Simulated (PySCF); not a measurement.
The calculation's input:

```
{"job": {"kind": "nmr", "xc": "PBE0", "basis": "pcSseg-1"}, "charge": 0, "multiplicity": 1}
C     -2.207282    -0.977044     0.720555
C     -1.430934    -0.387008     1.612002
O     -0.378557     0.404777     1.359130
Si     0.354726     0.840232    -0.056391
O      1.437831     1.944999     0.448929
Si    -1.027460     1.949874    -1.518053
C      1.231119    -0.716769    -0.760647
C      1.971996    -1.531346     0.298059
H     -3.031393    -1.589904     1.033040
H     -2.046644    -0.859451    -0.336544
H     -1.596631    -0.501248     2.678103
H      1.933199     1.816034     1.255239
H     -0.417501     3.137318    -2.118325
H     -2.282473     2.387412    -0.892070
H     -1.432349     1.083980    -2.636570
H      0.503075    -1.365745    -1.250895
H      1.938815    -0.414651    -1.534365
H      1.286329    -1.858342     1.077841
H      2.430957    -2.414632    -0.143802
H      2.758028    -0.937809     0.761728
```

Command:

```sh
OMP_NUM_THREADS=1 python probes_run.py task.json out
```

Geometry: GFN2-xTB.

These are results of PBE0/pcSseg-1, SCF density, gas phase, non-relativistic (PySCF), not measurements.

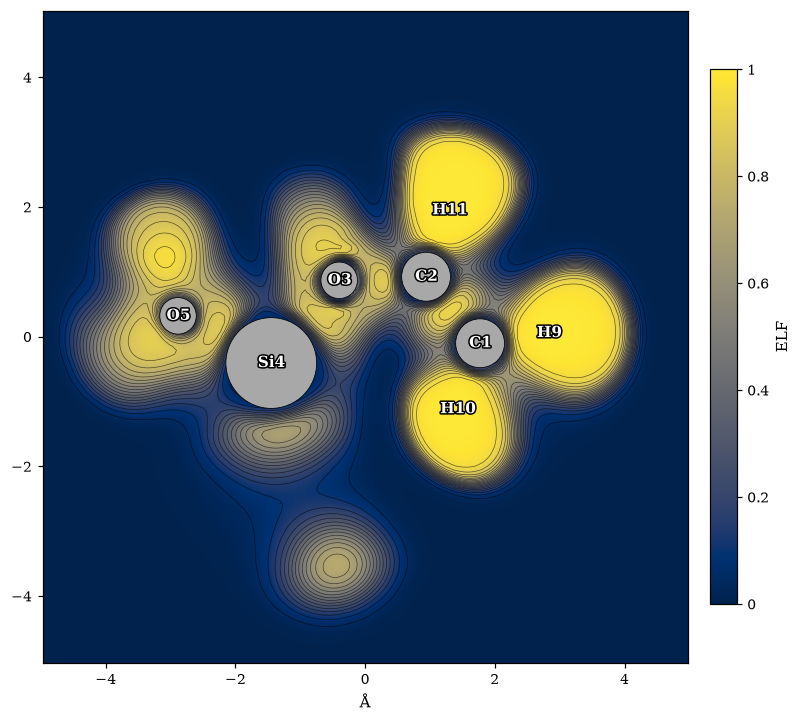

C$_{4}$H$_{12}$O$_{2}$Si$_{2}$. ELF on the plane of atoms C1, C2 and H11. Grey discs cover the atomic cores.

### Describe what can be read from this map.

The section cuts through C, O, Si and H sites.
C–C (1.32 Å): the ELF peaks at about 0.90 between the atoms (a short, multiple covalent bond).
C–O (1.34 Å): the ELF peaks at about 0.90 between the atoms, as expected for a polar covalent bond.
Si–O (1.63 Å): the ELF peaks at about 0.85 between the atoms (a polar covalent bond).
The ELF also peaks beside O5 and O3, away from the bonds: lone-pair regions.
